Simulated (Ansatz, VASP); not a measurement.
**PmP in two plane-wave programs**

Wanted: the spread between two codes on one cell, functional and k mesh. The cell is invented: As first built, before any earlier steps moved the atoms: it takes the PmN structure with some of its atoms replaced by other elements, volume scaled by an estimate. It may not be a known or stable phase. The cell comes out of the VASP series on this material, whose earlier steps may have relaxed, scaled or displaced it; both programs get it as it stands.

Method: plane waves, with VASP 6.6.1 beside it; band structure at r2SCAN with D4, DFT+U and single point at r2SCAN with D4, DFT+U, in Ansatz 0.2.0.

In doubt: a part-filled 4f shell, where there is one, can sit in one of many states, so energies may not be the lowest and differences between runs may mislead; derivatives with an open 4f shell can jump between states, which bears on forces and vibrations.

## Step 1: Set-up

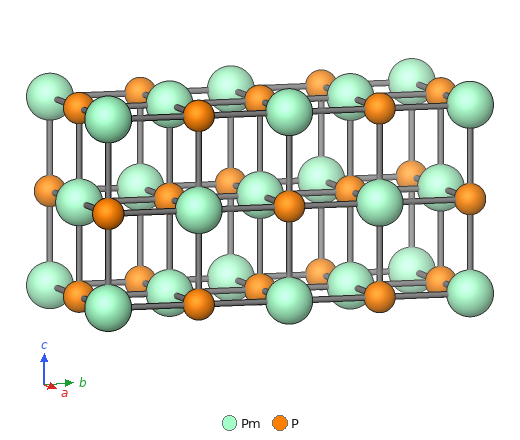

The starting structure, seen slightly off an axis (promethium light green, phosphorus orange). 1×2×1 cells are drawn. This picture shows the conventional cell, with its axes. Some periodic images of atoms are drawn too.

## Step 2: Ansatz: band structure, r2SCAN with D4, DFT+U

Ansatz runs on its default PAW (the set named soft_2) files.

Levels along a path test the potential and the projectors away from the mesh points.

input.yaml

```yaml
crystal:
  lattice:
    - [0.0, 2.9244199204, 2.9244199204]
    - [2.9244199204, 0.0, 2.9244199204]
    - [2.9244199204, 2.9244199204, 0.0]
  atoms:
    - { symbol: Pm, position: [0.0, 0.0, 0.0], spin: 4.073 }
    - { symbol: P, position: [0.5, 0.5, 0.5], spin: -0.128 }
hamiltonian:
  xc: r2scan
  pseudopotentials: { kind: paw }
  dispersion: d4
  hubbard: { sites: [{ species: Pm, l: f, u_eff: 4.0 }] }
magnetization:
  spin_polarized: true
kpoints:
  mp_grid: { grid: [7, 7, 7] }
  band_path:
    path:
      - [0.0, 0.0, 0.0]
      - [0.16667, 0.0, 0.16667]
      - [0.33333, 0.0, 0.33333]
      - [0.5, 0.0, 0.5]
      - [0.5, 0.08333, 0.58333]
      - [0.5, 0.18333, 0.68333]
      - [0.5, 0.25, 0.75]
      - [0.45, 0.3, 0.75]
      - [0.40833, 0.34167, 0.75]
      - [0.35, 0.35, 0.7]
      - [0.225, 0.225, 0.45]
      - [0.075, 0.075, 0.15]
      - [0.03333, 0.03333, 0.03333]
      - [0.23333, 0.23333, 0.23333]
      - [0.4, 0.4, 0.4]
      - [0.51667, 0.46667, 0.51667]
      - [0.55833, 0.38333, 0.55833]
      - [0.60833, 0.28333, 0.60833]
      - [0.60833, 0.25, 0.64167]
      - [0.55833, 0.25, 0.69167]
      - [0.51667, 0.25, 0.73333]
      - [0.5, 0.3, 0.7]
      - [0.5, 0.38333, 0.61667]
      - [0.5, 0.48333, 0.51667]
      - [0.475, 0.475, 0.55]
      - [0.425, 0.425, 0.65]
      - [0.38333, 0.38333, 0.73333]
      - [0.59167, 0.18333, 0.59167]
      - [0.55, 0.1, 0.55]
      - [0.5, 0.0, 0.5]
    npoints: 1
scf:
  occupations: { method: fermi_dirac, width: 0.05 }
  n_extra_bands: 11
output:
  forces: true
  stress: true
  eigenvalues: true
```

Started as:

```bash
$ ansatz run input.yaml --threads 2 --pin off --max-ram 4608MiB --backend cpu --events-out ev --progress --plain --runs-dir out
```

Numbers of over 12 decimals in the logs are rounded to 6 here.

What it wrote:

```text
Pm: projections on atomic orbitals take those of the free atom [Kr 4d10] 4f5 5s2 5p6 5d0 6s2, of charge +0.00 (hamiltonian.pseudopotentials.projection_atoms); the dataset's partial waves leave at most 2.4e-5 of an orbital's norm unspanned inside its sphere
P: projections on atomic orbitals take those of the free atom [Ne] 3s2 3p3, of charge +0.00 (hamiltonian.pseudopotentials.projection_atoms); the dataset's partial waves leave at most 1.0e-7 of an orbital's norm unspanned inside its sphere
scf.n_extra_bands = 11 over 10 filled bands (N_el = 20.0): the run solves 21 bands
Engine: ansatz 0.2.0, x86_64-unknown-linux-gnu
Pseudopotentials: kind: paw
Pseudopotential: Pm, paw, valence charge 15, recommended cutoff 590 eV (normal), Pm.paw.azcp
Pseudopotential: P, paw, valence charge 5, recommended cutoff 500 eV (meta_gga), P.paw.azcp
Functional definition: r2SCAN
  parameter k0 = 0.174
  parameter k1 = 0.065
  parameter a1 = 4.9479
  exchange = r2scan_x(k0 = k0, k1 = k1, a1 = a1)
  correlation = r2scan_c
Crystal: 2 atoms, lattice volume = 50.021 Å³
Basis set: ecut = 590 eV, 1639 PW (Γ), exchange–correlation on 160×160×160 points (64 copies of the dense FFT grid, shifted against one another)
Bands: 21, of which v1, the nominal top of the filled ones, is band 10 counted from 1 (9 counted from 0)
Symmetry: 48 space group operations
Space group: Fm-3m (ITA 225), of the structure as read, at distance tolerance 3.7e-5 Å
Magnetic group: BNS 225.116 (UNI 1618), of the structure as read, at distance tolerance 3.7e-5 Å
k-points: 20 of 343
Non-local potential: Pm, projectors of the file, l = 0: 3, l = 1: 3, l = 2: 3, l = 3: 4
Non-local potential: P, projectors of the file, l = 0: 2, l = 1: 2, l = 2: 2
PAW form: soft (Blöchl's): semilocal exchange-correlation on the pseudo side does not see the compensation charge
PAW frozen core: Pm, regenerated for the run's functional (the file was generated under x = pbe(κ = 0.804, μ = 0.219515), c = pbe(β = 0.066725))
PAW frozen core: P, regenerated for the run's functional (the file was generated under x = pbe(κ = 0.804, μ = 0.219515), c = pbe(β = 0.066725))
PAW one-centre angular grid: Pm, 2702 points (default); XC on 289 of its mesh's 879 points in the sphere
PAW one-centre angular grid: P, 302 points (default); XC on 160 Gauss nodes
Initial density: superposition of atomic densities (chi_scale 0.1, normalization cell)
Starting moments: Σ|m| = 4.201 μB on 2 of 2 sites
Initial wavefunctions: pseudopotential atomic-orbital guess
Cores: held in this SCF; they relax later in the solve
Functional: x = r2scan, c = r2scan; τ floored in thin density (d = 2e-4 eV/Å³)
SCF iter   1: F=—  HF=-8543.001564 eV  |F-HF|=—  |Δ(HF+E_count)|=         —  Δρ=1.80e-1 (↑1.24e-1 ↓1.80e-1)  dr2=3.24e0  dr2_τ=1.15e-1  dr2_m=1.03e1  M=4.000 μB ∫|m|=4.369 μB  β_m=0.30  ethr=3.10e-3  ⟨swp⟩=5.8  Hψ=4120  notcnv=0  defer=2
preconditioner: auto → Kerker (q_TF=auto, 2.342 Å⁻¹)  [metal: Δε(μ)=0.002 eV  Ē_g=12.362 eV  σ=0.050 eV  W_gap=0.01  n_scr=14 (ndim 8)  ℏωp=22.3 eV  f_vac=0.000  D(μ)=18.10/eV (n_scr^D=458)]
spin=Collinear: Kerker preconditioning applied to the charge; magnetization (m = ρ↑ − ρ↓) channel mixes plain (no charge-response kernel on spin).
SCF iter   2: F=—  HF=-8544.208381 eV  |F-HF|=—  |Δ(HF+E_count)|=    1.21e0  Δρ=2.39e-1 (↑2.39e-1 ↓1.27e-1)  dr2=4.01e0  dr2_τ=1.61e-1  dr2_m=1.50e1  M=4.896 μB ∫|m|=5.138 μB  β_m=1.00  ethr=3.10e-3  ⟨swp⟩=3.1  Hψ=1828  notcnv=0  defer=114  κ⁻¹=1.0e0(r=1)
SCF iter   3: F=—  HF=-8544.516156 eV  |F-HF|=—  |Δ(HF+E_count)|=   3.08e-1  Δρ=9.01e-2 (↑9.01e-2 ↓1.94e-2)  dr2=6.85e-1  dr2_τ=3.06e-1  dr2_m=7.29e-1  M=4.262 μB ∫|m|=4.698 μB  β_m=0.30  ethr=3.10e-3  ⟨swp⟩=2.6  Hψ=1743  notcnv=0  defer=112  κ⁻¹=3.6e-3(r=2)
SCF iter   4: F=—  HF=-8546.031535 eV  |F-HF|=—  |Δ(HF+E_count)|=    1.52e0  Δρ=8.83e-2 (↑8.83e-2 ↓2.19e-2)  dr2=6.21e-1  dr2_τ=9.65e-1  dr2_m=6.64e-1  M=4.126 μB ∫|m|=4.624 μB  β_m=0.30  ethr=3.10e-3  ⟨swp⟩=2.2  Hψ=1020  notcnv=0  defer=117  κ⁻¹=8.4e-5(r=3)
SCF iter   5: F=—  HF=-8546.759835 eV  |F-HF|=—  |Δ(HF+E_count)|=   7.28e-1  Δρ=1.10e-1 (↑1.10e-1 ↓3.12e-2)  dr2=2.26e0  dr2_τ=1.88e0  dr2_m=9.37e-1  M=3.998 μB ∫|m|=4.337 μB  β_m=0.30  ethr=3.10e-3  ⟨swp⟩=2.5  Hψ=1447  notcnv=0  defer=142  κ⁻¹=2.5e-5(r=4)
SCF iter   6: F=—  HF=-8551.471219 eV  |F-HF|=—  |Δ(HF+E_count)|=    4.71e0  Δρ=3.50e-1 (↑3.50e-1 ↓7.85e-2)  dr2=4.49e1  dr2_τ=3.20e0  dr2_m=1.41e1  M=6.086 μB ∫|m|=6.133 μB  β_m=0.30  ethr=3.10e-3  ⟨swp⟩=4.5  Hψ=2422  notcnv=0  defer=121  κ⁻¹=3.2e-6(r=5)
SCF iter   7: F=—  HF=-8547.801894 eV  |F-HF|=—  |Δ(HF+E_count)|=    3.67e0  Δρ=2.41e-1 (↑2.41e-1 ↓5.45e-2)  dr2=2.28e1  dr2_τ=1.47e0  dr2_m=6.45e0  M=5.771 μB ∫|m|=5.847 μB  β_m=0.30  ethr=3.10e-3  ⟨swp⟩=3.4  Hψ=2212  notcnv=0  defer=122  κ⁻¹=3.1e-6(r=6)
SCF iter   8: F=—  HF=-8547.513584 eV  |F-HF|=—  |Δ(HF+E_count)|=   2.88e-1  Δρ=2.36e-1 (↑2.36e-1 ↓4.79e-2)  dr2=2.26e1  dr2_τ=1.18e0  dr2_m=5.80e0  M=5.879 μB ∫|m|=5.919 μB  β_m=0.30  ethr=3.10e-3  ⟨swp⟩=2.5  Hψ=1353  notcnv=0  defer=129  κ⁻¹=1.6e-7(r=7)
[...]
SCF 5 converged in 6 iterations: F = -8548.536647 eV  dr2 = 1.30e-8
  greatest PAW one-centre occupation: 0.973 electrons in one spin orbital (limit 2), on the Pm atom at site 0 (counted from 0), in its partial waves of l = 3
[...]
SCF iter   1: F=-8549.937277 eV  HF=-8549.937277 eV  |F-HF|=7.23e-9  |Δ(HF+E_count)|=         —  Δρ=5.54e-6 (↑5.54e-6 ↓1.52e-6)  dr2=1.14e-8  dr2_τ=1.27e-10  dr2_m=2.77e-9  M=4.012 μB ∫|m|=4.234 μB  β_m=1.20  ethr=1.86e-8  ⟨swp⟩=4.5  Hψ=15781  notcnv=0
preconditioner: auto → none  [insulator: Δε(μ)=0.172 eV  Ē_g=13.630 eV  σ=0.050 eV  W_gap=0.69  n_scr=14 (ndim 8)  ℏωp=22.3 eV  f_vac=0.000  D(μ)=0.13/eV (n_scr^D=0)  ε∞_Penn≈3.7]
SCF iter   2: F=-8549.937277 eV  HF=-8549.937277 eV  |F-HF|=1.36e-10  |Δ(HF+E_count)|=   1.72e-7  Δρ=2.34e-6 (↑1.02e-6 ↓2.34e-6)  dr2=1.37e-9  dr2_τ=2.05e-10  dr2_m=4.02e-10  M=4.012 μB ∫|m|=4.234 μB  ethr=5.72e-11  ⟨swp⟩=6.9  Hψ=6699  notcnv=0
SCF 6 converged in 2 iterations: F = -8549.937277 eV  dr2 = 1.37e-9
Symmetry: 4 space group operations
k-points: 100 of 343
iter 1 solved again at ethr=9.42e-12 eV; its pass at ethr=5.00e-6 eV (dr2=1.88e-9 eV) is discarded
SCF iter   1: F=-8549.937277 eV  HF=-8549.937277 eV  |F-HF|=1.47e-10  |Δ(HF+E_count)|=         —  Δρ=2.34e-6 (↑1.02e-6 ↓2.34e-6)  dr2=1.37e-9  dr2_τ=2.05e-10  dr2_m=4.01e-10  M=4.012 μB ∫|m|=4.234 μB  ethr=9.42e-12  ⟨swp⟩=1.0  Hψ=49258  notcnv=0
SCF iter   2: F=-8549.937277 eV  HF=-8549.937276 eV  |F-HF|=8.51e-7  |Δ(HF+E_count)|=   1.58e-6  Δρ=3.83e-5 (↑3.83e-5 ↓2.08e-5)  dr2=3.27e-8  dr2_τ=1.49e-8  dr2_m=3.74e-7  M=4.012 μB ∫|m|=4.234 μB  ethr=5.00e-10  ⟨swp⟩=3.5  Hψ=19466  notcnv=0
SCF iter   3: F=-8549.937277 eV  HF=-8549.937277 eV  |F-HF|=5.46e-10  |Δ(HF+E_count)|=   1.07e-6  Δρ=1.67e-6 (↑1.67e-6 ↓9.91e-7)  dr2=1.82e-9  dr2_τ=3.06e-11  dr2_m=4.01e-10  M=4.012 μB ∫|m|=4.234 μB  ethr=5.00e-10  ⟨swp⟩=1.7  Hψ=9692  notcnv=0
an SCF along what the orbitals of the run's state read of its open shells (or to have them read: on a GPU, or by another smearing), with 44 of the crystal's symmetry operations given up (100 k-points in place of 20), reached no lower state that the run goes on to. This is no proof of a minimum
Symmetry: 6 space group operations
k-points: 60 of 343
iter 1 solved again at ethr=7.67e-12 eV; its pass at ethr=5.00e-6 eV (dr2=1.53e-9 eV) is discarded
SCF iter   1: F=-8549.937277 eV  HF=-8549.937277 eV  |F-HF|=1.40e-10  |Δ(HF+E_count)|=         —  Δρ=2.34e-6 (↑1.02e-6 ↓2.34e-6)  dr2=1.37e-9  dr2_τ=2.05e-10  dr2_m=4.01e-10  M=4.012 μB ∫|m|=4.234 μB  ethr=7.67e-12  ⟨swp⟩=1.0  Hψ=29644  notcnv=0
SCF iter   2: F=-8549.937269 eV  HF=-8549.937267 eV  |F-HF|=1.29e-6  |Δ(HF+E_count)|=   1.02e-5  Δρ=4.26e-5 (↑4.26e-5 ↓2.52e-5)  dr2=2.93e-8  dr2_τ=2.25e-8  dr2_m=5.04e-7  M=4.012 μB ∫|m|=4.234 μB  ethr=5.00e-10  ⟨swp⟩=3.5  Hψ=11909  notcnv=0
SCF iter   3: F=-8549.937277 eV  HF=-8549.937277 eV  |F-HF|=1.22e-9  |Δ(HF+E_count)|=   9.96e-6  Δρ=2.85e-6 (↑2.85e-6 ↓3.44e-7)  dr2=2.16e-9  dr2_τ=1.75e-11  dr2_m=8.31e-10  M=4.012 μB ∫|m|=4.234 μB  ethr=5.00e-10  ⟨swp⟩=1.3  Hψ=5591  notcnv=0
an SCF along what the orbitals of the run's state read of its open shells (or to have them read: on a GPU, or by another smearing), with 42 of the crystal's symmetry operations given up (60 k-points in place of 20), reached no lower state that the run goes on to. This is no proof of a minimum
NSCF: frozen V_eff on 30 k-points
SCF converged after 2 iterations
Stability not told: the lowest value that the SCF's own minimisation read on its close, 1.4e-1 (residual 1.5e-3), is positive but too near zero to vouch for directions that it does not look along: no lower mode is shown, and none is ruled out
Magnetization: 4.0118 μB (12.0059 up, 7.9941 down)
Absolute magnetization: 4.2022 μB (∫|ρ↑−ρ↓|, with the PAW one-centre terms)
Spin contamination: 0.0142 ħ² per cell (⟨S²⟩ above its minimum at these occupations)
Per-site moments (μB) at R_I (Å): [(4.010558, 1.206323217165), (-0.088746, 1.206323217165)]
Free energy (F): -8549.937277 eV
Harris-Foulkes:  -8549.937277 eV  (|F-HF|=1.36e-10)
Internal energy: -8549.936088 eV  (E = F + TS)
E sigma→0 (E₀):  -8549.936683 eV
Entropy (-TS):   -0.001189 eV (-0.595 meV/atom)
Fermi energy:    10.120078 eV
--- Per-component energies (eV) ---
  E_band       = -45.192060
  E_kinetic    = 407.799465
  E_local      = -1461.752751  (includes V_loc(G=0)·N_el)
  E_nonlocal   = 533.981404
  E_hartree    = 483.679035
  E_xc         = -615.032604
  E_vxc        = -286.270058  (∫ρ·V_xc dr)
  E_hubbard    = 0.243017  (on-site DFT+U / exact-exchange correction)
  E_vhub       = -7.644312  (the Hubbard potential's part of the band-sum identity)
  E_paw        = -6286.522921  (= ΣΔE_a, less E_core_relax)
  E_vpaw       = -213.397667  (= ΣTr[D̂ρ^β], less what the cores' own moments, if any, meet on the grid)
  E_core_relax = -0.000738  (the energy of the cores' relaxation)
  E_aug_tail   = -0.000434  (compensation charges beyond the density's cutoff)
  E_vtau       = 14.733160  (kinetic-family band-sum trace: ∫τ·v_τ [+ j·A + Jᵃ·Aᵃ] dr)
  E_ewald      = -1612.188289
  E_disp       = -0.224687  (pairwise vdW)
  E_core_change = 0.083413  (= ΣΔE_core)
  E_smearing   = -0.001189  (= −TS)
  E_closure    = -0.000000  (closes the sum)
  Σ components = -8549.937277   (vs F -8549.937277, Δ=0.00e0)
--- Forces (eV/Å), atoms counted from 1 ---
  atom   1  Pm     0.00000000     0.00000000     0.00000000
  atom   2  P      0.00000000     0.00000000     0.00000000
  max |Σ_I F_I| component: 5.26e-30 eV/Å
--- Stress (GPa, compression-positive) ---
       -0.410340       0.016003       0.016003
        0.016003      -0.410340       0.016003
        0.016003       0.016003      -0.410340
  P = ⅓ Tr σ = -0.4103 GPa (-4.103 kbar)
--- Band table (eV; the first three rows and the last of 88) ---
  k-point 0 ↑: bands = [... 6 lower, 4.8905, 4.8905, 4.9241, 10.2513, 10.2513, 10.6155, 11.6710, 11.6710, ... 7 higher]
  k-point 1 ↑: bands = [... 6 lower, 4.8825, 4.8969, 4.9110, 9.1942, 9.5372, 9.6917, 11.6605, 11.8580, ... 7 higher]
  k-point 2 ↑: bands = [... 6 lower, 4.8808, 4.8821, 4.9168, 7.5544, 8.5995, 8.6492, 11.7036, 11.8819, ... 7 higher]
  k-point 43 ↓: bands = [... 6 lower, 8.2237, 8.2641, 13.0377, 13.2432, 13.2480, 13.9576, 14.1412, 14.1516, ... 7 higher]
Occupation matrices written to <dir>
```

Elapsed: 2.4 min, on 2 threads of Intel Xeon Platinum 8488C (Sapphire Rapids), shared host; peak memory 1.4 GiB.

(Continued in part 2 of 3.)

[Lines on the potential files, build, host, timing and source positions are cut from VASP's logs without a mark.]

[Logs are printed without paths, hosts, clocks, repeated set-up lines and the standing remarks that a program may print on its own settings, such as how far it seeks lower states.]

[Hosts, paths, dates, database ids (printed as entryN), source tags and the programs' standing remarks are cut or masked in the printed files.]
